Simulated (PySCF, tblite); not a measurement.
# n-ethylisopropylamine (C5H13N): a rotation path, then NMR shifts on frames, part 2 of 2

tblite 0.8.0 and PySCF 2.14.0. Atoms count from 0.

## Step 5: Nuclear shieldings: image 4, PBE0/pcSseg-1

What the job is given:

```
{"job": {"kind": "nmr", "xc": "PBE0", "basis": "pcSseg-1", "pop": false}, "charge": 0, "multiplicity": 1}
C      2.765500     0.067900     0.227400
C      1.380000     0.699600     0.209700
N      0.378000    -0.305800    -0.075500
C     -1.012000     0.133700     0.011400
C     -1.721100    -0.682100     1.097000
C     -1.740700     0.002800    -1.325800
H      3.020300    -0.330300    -0.752800
H      3.513600     0.804500     0.508300
H      2.785700    -0.747900     0.944500
H      1.159700     1.109800     1.200300
H      1.365400     1.540600    -0.509500
H      0.563200    -0.734200    -0.976200
H     -1.032200     1.190000     0.312800
H     -1.756000    -1.731900     0.817300
H     -1.175900    -0.594300     2.032300
H     -2.735800    -0.320200     1.242600
H     -2.772700     0.333200    -1.231600
H     -1.741200    -1.035400    -1.651800
H     -1.253600     0.609300    -2.087800
```

Method: GIAO PBE0/pcSseg-1 NMR shielding, non-relativistic, gas phase.

Output:

```text
coarse grid: 14552 points
cycle   1  E = -252.6684778512  dE =  3.887e-01  |g| = 4.636e-01  |ddm| = 3.541e+00
cycle   2  E = -252.6584527998  dE =  1.003e-02  |g| = 5.189e-01  |ddm| = 9.426e-01
cycle   3  E = -252.7252662075  dE = -6.681e-02  |g| = 4.549e-02  |ddm| = 5.272e-01
cycle   4  E = -252.7255529590  dE = -2.868e-04  |g| = 2.617e-02  |ddm| = 5.783e-02
cycle   5  E = -252.7256968053  dE = -1.438e-04  |g| = 3.505e-03  |ddm| = 2.461e-02
cycle   6  E = -252.7256993336  dE = -2.528e-06  |g| = 7.045e-04  |ddm| = 3.863e-03
final grid: 136872 points
cycle   7  E = -252.7609061898  dE = -4.361e-05  |g| = 9.353e-03  |ddm| = 2.882e-02
cycle   8  E = -252.7608999347  dE =  6.255e-06  |g| = 1.064e-02  |ddm| = 1.823e-02
cycle   9  E = -252.7609289411  dE = -2.901e-05  |g| = 6.182e-04  |ddm| = 1.003e-02
cycle  10  E = -252.7609290119  dE = -7.078e-08  |g| = 2.485e-04  |ddm| = 7.722e-04
cycle  11  E = -252.7609290245  dE = -1.263e-08  |g| = 3.172e-05  |ddm| = 2.078e-04
cycle  12  E = -252.7609290247  dE = -1.891e-10  |g| = 1.267e-05  |ddm| = 4.284e-05
converged SCF energy = -252.7609290247

GIAO shielding tensors (ppm)
atom      isotropic    diamagn.    paramagn.     s11        s22        s33       span
  0 C      167.829     246.145     -78.317    152.912    163.106    187.469     34.557
  1 C      138.344     245.715    -107.370    112.931    136.053    166.048     53.117
  2 N      191.035     323.052    -132.017    136.229    191.740    245.135    108.907
  3 C      133.474     242.939    -109.465    112.679    124.419    163.323     50.643
  4 C      158.072     246.818     -88.746    137.861    152.223    184.133     46.272
  5 C      161.924     248.502     -86.577    140.816    157.847    187.110     46.294
  6 H       30.834      29.807       1.027     26.822     29.309     36.371      9.548
  7 H       30.576      27.728       2.848     26.390     27.613     37.725     11.335
  8 H       30.372      29.596       0.777     26.520     28.728     35.868      9.348
  9 H       29.229      32.095      -2.866     24.548     29.409     33.730      9.182
 10 H       28.591      31.590      -2.999     23.510     28.359     33.906     10.396
 11 H       32.168      37.492      -5.324     23.748     34.702     38.055     14.307
 12 H       29.239      33.013      -3.774     26.328     29.122     32.268      5.940
 13 H       30.718      30.790      -0.072     28.066     28.794     35.295      7.228
 14 H       30.262      30.866      -0.604     26.182     28.824     35.780      9.599
 15 H       30.901      30.136       0.765     26.506     28.332     37.866     11.360
 16 H       30.589      29.852       0.737     26.084     28.095     37.588     11.504
 17 H       30.888      31.300      -0.411     28.059     28.990     35.616      7.557
 18 H       30.431      31.200      -0.769     26.184     28.669     36.440     10.256
```

Wall time 17 s (1 thread, shared host).

Key values: δ C3 53.5, C1 48.6, C4 28.9, C5 25.0, H10 3.13, H9 2.49 ppm.

## Step 6: NMR shieldings: image 6, PBE0/pcSseg-1

What the job is given:

```
{"job": {"kind": "nmr", "xc": "PBE0", "basis": "pcSseg-1", "pop": false}, "charge": 0, "multiplicity": 1}
C      2.748000     0.022600     0.254300
C      1.351800     0.620500     0.343700
N      0.378100    -0.261700    -0.267300
C     -1.004900     0.174600    -0.105200
C     -1.611800    -0.526600     1.112200
C     -1.813700    -0.139800    -1.359700
H      3.048700    -0.101100    -0.784200
H      3.466300     0.671300     0.748700
H      2.761000    -0.951900     0.733900
H      1.075900     0.739700     1.395500
H      1.348300     1.628100    -0.115200
H      0.598100    -0.375000    -1.252100
H     -1.041100     1.265600     0.066800
H     -1.634400    -1.600400     0.945900
H     -1.014800    -0.329700     1.998000
H     -2.624900    -0.172800     1.286200
H     -2.850500     0.160900    -1.228900
H     -1.783000    -1.207500    -1.561900
H     -1.406900     0.392300    -2.218400
```

Method: GIAO PBE0/pcSseg-1 NMR shielding, non-relativistic, gas phase.

Output:

```text
coarse grid: 14552 points
cycle   1  E = -252.6706840299  dE =  3.961e-01  |g| = 4.626e-01  |ddm| = 3.547e+00
cycle   2  E = -252.6594520932  dE =  1.123e-02  |g| = 5.227e-01  |ddm| = 9.477e-01
cycle   3  E = -252.7271723560  dE = -6.772e-02  |g| = 4.671e-02  |ddm| = 5.346e-01
cycle   4  E = -252.7274739559  dE = -3.016e-04  |g| = 2.686e-02  |ddm| = 5.987e-02
cycle   5  E = -252.7276259384  dE = -1.520e-04  |g| = 3.169e-03  |ddm| = 2.546e-02
cycle   6  E = -252.7276279739  dE = -2.036e-06  |g| = 6.945e-04  |ddm| = 3.292e-03
final grid: 136872 points
cycle   7  E = -252.7631544622  dE = -4.551e-05  |g| = 9.610e-03  |ddm| = 3.108e-02
cycle   8  E = -252.7631473661  dE =  7.096e-06  |g| = 1.102e-02  |ddm| = 1.879e-02
cycle   9  E = -252.7631784143  dE = -3.105e-05  |g| = 6.866e-04  |ddm| = 1.047e-02
cycle  10  E = -252.7631785029  dE = -8.868e-08  |g| = 2.575e-04  |ddm| = 8.406e-04
cycle  11  E = -252.7631785165  dE = -1.356e-08  |g| = 3.511e-05  |ddm| = 2.243e-04
cycle  12  E = -252.7631785167  dE = -2.289e-10  |g| = 1.428e-05  |ddm| = 4.516e-05
converged SCF energy = -252.7631785167

GIAO shielding tensors (ppm)
atom      isotropic    diamagn.    paramagn.     s11        s22        s33       span
  0 C      168.287     245.886     -77.600    153.914    163.726    187.220     33.306
  1 C      138.936     246.165    -107.230    110.730    139.775    166.302     55.572
  2 N      188.490     322.431    -133.941    138.294    192.169    235.007     96.713
  3 C      133.235     243.528    -110.293    112.214    125.900    161.590     49.376
  4 C      161.307     247.284     -85.978    140.307    158.018    185.595     45.288
  5 C      161.322     248.394     -87.072    138.867    157.061    188.037     49.170
  6 H       30.765      29.648       1.117     26.770     29.177     36.349      9.579
  7 H       30.566      27.721       2.845     26.294     27.674     37.730     11.436
  8 H       30.370      29.536       0.834     26.385     28.718     36.008      9.623
  9 H       29.150      32.410      -3.260     24.255     29.956     33.238      8.984
 10 H       28.800      31.658      -2.858     23.987     28.146     34.266     10.280
 11 H       31.780      37.241      -5.461     22.921     34.272     38.147     15.226
 12 H       29.170      32.862      -3.693     26.485     28.244     32.780      6.294
 13 H       30.847      30.892      -0.044     28.029     28.655     35.858      7.829
 14 H       30.219      31.328      -1.110     25.590     29.384     35.682     10.092
 15 H       30.930      30.344       0.586     26.627     28.342     37.820     11.193
 16 H       30.589      29.729       0.860     26.155     28.224     37.387     11.232
 17 H       30.694      31.014      -0.320     27.820     28.689     35.573      7.753
 18 H       30.675      31.054      -0.379     26.405     28.627     36.993     10.588
```

It took 18 s on 1 thread, shared host.

This run: δ C3 53.7, C1 48.0, C4 25.6, C5 25.6, H10 2.92, H9 2.57 ppm.

## Step 7: Nuclear shieldings: image 8, PBE0/pcSseg-1

What the job is given:

```
{"job": {"kind": "nmr", "xc": "PBE0", "basis": "pcSseg-1", "pop": false}, "charge": 0, "multiplicity": 1}
C      2.744700     0.037800     0.149200
C      1.324500     0.407600     0.551800
N      0.369900    -0.237900    -0.329200
C     -1.001700     0.229800    -0.196700
C     -1.601500    -0.274300     1.115900
C     -1.812800    -0.297500    -1.377300
H      2.970400     0.413900    -0.847300
H      3.459700     0.463300     0.848800
H      2.855700    -1.043300     0.144100
H      1.135400     0.059000     1.571000
H      1.211100     1.509000     0.546700
H      0.671800    -0.103500    -1.290500
H     -1.047200     1.339200    -0.198700
H     -1.467200    -1.350400     1.186400
H     -1.122000     0.194800     1.970600
H     -2.663800    -0.045800     1.152000
H     -2.847200     0.027900    -1.303000
H     -1.784700    -1.384100    -1.381600
H     -1.404900     0.063600    -2.319700
```

Method: GIAO PBE0/pcSseg-1 NMR shielding, non-relativistic, gas phase.

Output:

```text
coarse grid: 14552 points
cycle   1  E = -252.6732466907  dE =  3.988e-01  |g| = 4.595e-01  |ddm| = 3.546e+00
cycle   2  E = -252.6617650080  dE =  1.148e-02  |g| = 5.209e-01  |ddm| = 9.376e-01
cycle   3  E = -252.7289503057  dE = -6.719e-02  |g| = 4.776e-02  |ddm| = 5.304e-01
cycle   4  E = -252.7292686501  dE = -3.183e-04  |g| = 2.704e-02  |ddm| = 6.144e-02
cycle   5  E = -252.7294228035  dE = -1.542e-04  |g| = 3.051e-03  |ddm| = 2.572e-02
cycle   6  E = -252.7294246888  dE = -1.885e-06  |g| = 6.362e-04  |ddm| = 3.023e-03
final grid: 136872 points
cycle   7  E = -252.7644889258  dE = -4.665e-05  |g| = 9.705e-03  |ddm| = 3.181e-02
cycle   8  E = -252.7644815994  dE =  7.326e-06  |g| = 1.114e-02  |ddm| = 1.889e-02
cycle   9  E = -252.7645134080  dE = -3.181e-05  |g| = 7.007e-04  |ddm| = 1.052e-02
cycle  10  E = -252.7645135018  dE = -9.380e-08  |g| = 2.553e-04  |ddm| = 8.634e-04
cycle  11  E = -252.7645135150  dE = -1.321e-08  |g| = 3.993e-05  |ddm| = 2.206e-04
cycle  12  E = -252.7645135153  dE = -3.027e-10  |g| = 1.464e-05  |ddm| = 5.029e-05
converged SCF energy = -252.7645135153

GIAO shielding tensors (ppm)
atom      isotropic    diamagn.    paramagn.     s11        s22        s33       span
  0 C      168.802     246.544     -77.742    154.565    164.186    187.655     33.090
  1 C      139.340     246.205    -106.865    113.465    137.045    167.509     54.044
  2 N      183.225     322.497    -139.271    135.906    185.550    228.219     92.314
  3 C      132.519     243.676    -111.157    111.844    127.141    158.571     46.727
  4 C      162.746     248.417     -85.671    142.020    158.925    187.292     45.272
  5 C      159.660     247.793     -88.133    137.183    153.624    188.174     50.991
  6 H       30.778      29.887       0.891     26.800     29.107     36.427      9.627
  7 H       30.428      27.761       2.667     26.076     27.564     37.645     11.569
  8 H       30.316      29.565       0.751     26.279     28.595     36.075      9.796
  9 H       28.792      32.322      -3.530     23.327     29.894     33.154      9.827
 10 H       29.111      31.822      -2.712     24.866     28.141     34.325      9.459
 11 H       31.729      37.256      -5.527     22.692     34.107     38.387     15.695
 12 H       28.885      32.568      -3.683     26.175     27.221     33.259      7.083
 13 H       30.952      31.134      -0.182     28.125     28.571     36.159      8.034
 14 H       30.135      31.557      -1.421     25.156     29.436     35.813     10.657
 15 H       30.812      30.459       0.353     26.553     28.631     37.252     10.699
 16 H       30.637      29.775       0.862     26.297     28.336     37.278     10.981
 17 H       30.523      30.657      -0.134     27.617     28.572     35.381      7.764
 18 H       30.737      30.888      -0.150     26.482     28.676     37.053     10.570
```

It took 17 s on 1 thread, shared host.

In short: δ C3 54.4, C1 47.6, C5 27.3, C4 24.2, H9 2.93, H12 2.83 ppm.

## Step 8: Run by run: NMR shifts

Shifts (ppm) of some atoms, chosen among heavy atoms and hydrogens apart, with basis size and wall time:

| frame | C1 | C4 | C5 | C0 | H18 | H17 | N2 | functions | time |
| --- | --- | --- | --- | --- | --- | --- | --- | --- | --- |
| image 0 | 46.4 | 27.9 | 22.5 | 18.9 | 1.95 | 0.21 | 82.7 | 167 | 18 s |
| image 2 | 48.0 | 29.4 | 23.8 | 19.2 | 1.63 | 0.51 | 80.6 | 167 | 18 s |
| image 4 | 48.6 | 28.9 | 25.0 | 19.1 | 1.29 | 0.83 | 76.7 | 167 | 17 s |
| image 6 | 48.0 | 25.6 | 25.6 | 18.6 | 1.04 | 1.02 | 79.2 | 167 | 18 s |
| image 8 | 47.6 | 24.2 | 27.3 | 18.1 | 0.98 | 1.19 | 84.5 | 167 | 17 s |

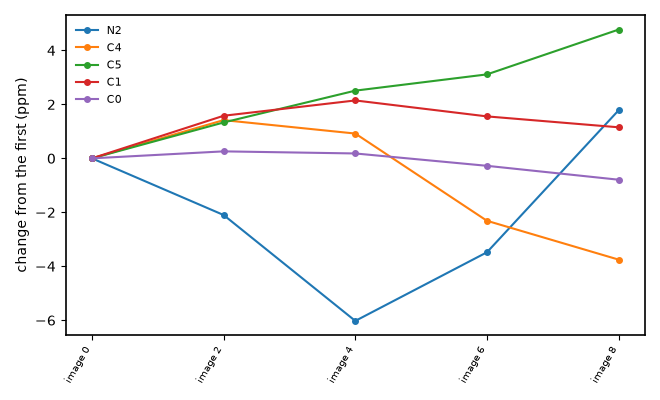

How five of the tabulated atoms move from run to run.

## Step 9: Results

What follows sums up all 2 parts.

| quantity | value |
| --- | --- |
| barrier | 0.081 eV (1.9 kcal/mol) at image 4 |
| end to end (GFN2-xTB) | 0.043 eV |
| ¹³C shifts against TMS (PBE0/pcSseg-1, image 0) | 53.6, 46.4, 27.9, 22.5, 18.9 ppm |
| ¹H shifts against TMS (PBE0/pcSseg-1, image 0) | 3.25, 2.63, 2.36, 1.95, 1.49, 1.43, 1.21, 1.11, 1.00, 0.91, 0.79, 0.21, -0.77 ppm |
| ¹⁵N shifts against NH3 (PBE0/pcSseg-1, image 0) | 82.7 ppm |
| range of the shift of N2 | 76.7 to 84.5 ppm |

What this shows: Along the band the dihedral turns by 95°, and the top (dihedral -119°) lies 1.9 kcal/mol above the start (GFN2-xTB, rough), so at room temperature this motion is fast. Ends this close can change order at a higher level. The top was not checked by a frequency run. Shifts at one fixed geometry are not the observed spectrum, which averages over the motion. In the first frame run (image 0): Shielding is most anisotropic at N2 (span 81 ppm, paramagnetic term -138 ppm). Across the 5 runs the shift of N2 moves most, between 76.7 (image 4) and 84.5 ppm (image 8).
